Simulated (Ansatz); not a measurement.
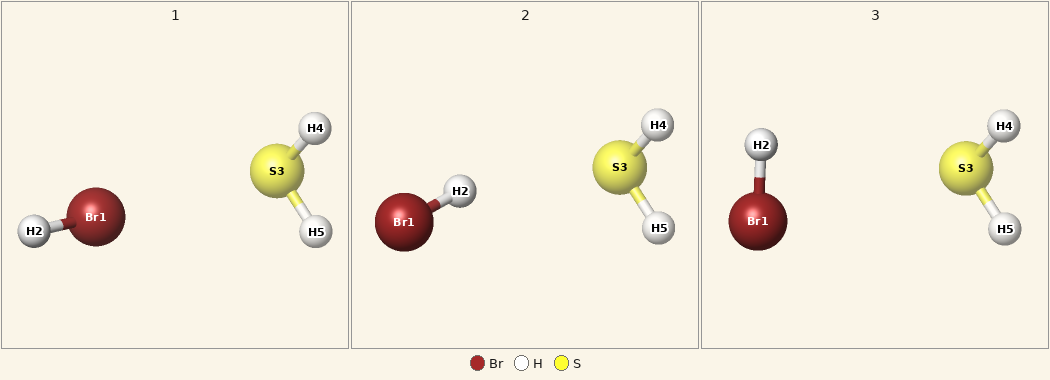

The pair BrH···H₂S. The turn is about an axis along (0.52, −0.78, −0.35) in the frame of the relaxed pair, normal to the line between the partners. Coordinates scanned: (1) distance S3···Br1; (2) turn of Br1, H2 about its own atom Br1. The scan uses a 15 × 15 grid. Points are written as (first, second). All energies are given in kJ/mol relative to the lowest grid point. Computed with RHF/def2-TZVPD (Ansatz).

The numbered pictures are structures from this grid.

Which is the most stable, and how do the others follow?

2, at (5.107 Å, −12°): 1.5 kJ/mol; 1, at (4.291 Å, −180°): 4.0 kJ/mol; 3, at (4.929 Å, −84°): 6.1 kJ/mol.

The map, with the structures marked:

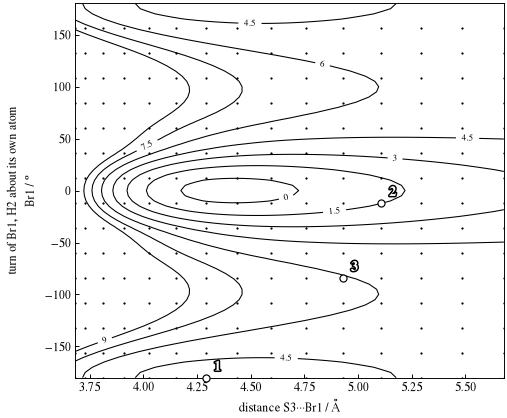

The picture shows contour lines labelled in kJ/mol (none above 9), dots at the grid points. Between grid points the surface is interpolated.
